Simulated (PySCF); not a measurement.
PbO

```xyz
2

Pb    0.0000    0.0000   -0.1359
O     0.0000    0.0000    1.7671
```

All numbers below come from PySCF 2.14.0, PBE0/x2c-TZVPPall, spin-free X2C-1e, Gaussian nucleus, at a bond length of 1.903 Å.

What will maps of the electron density and electron localisation function show?

Answer. Pb–O (1.90 Å): ρ at the midpoint is about 1.2 e/Å³; the ELF peaks at about 0.80 in the valence shell of O, 0.6 Å from its nucleus, and drops to about 0.20 between the two atoms.

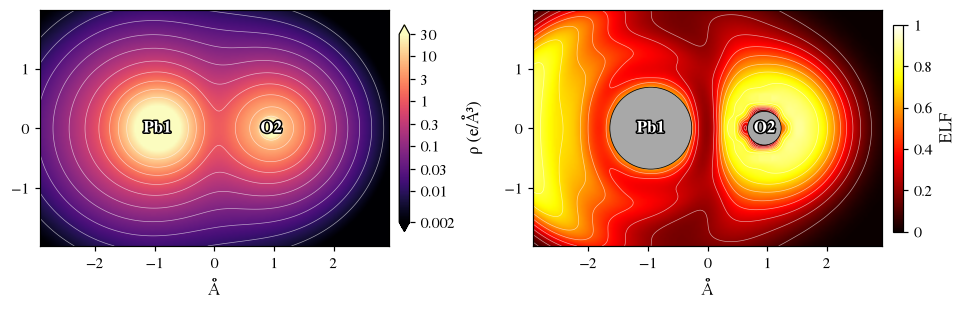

Computed electron density and electron localisation function on a plane that holds the molecular axis, in this order. Grey discs cover the atomic cores in the ELF map. 
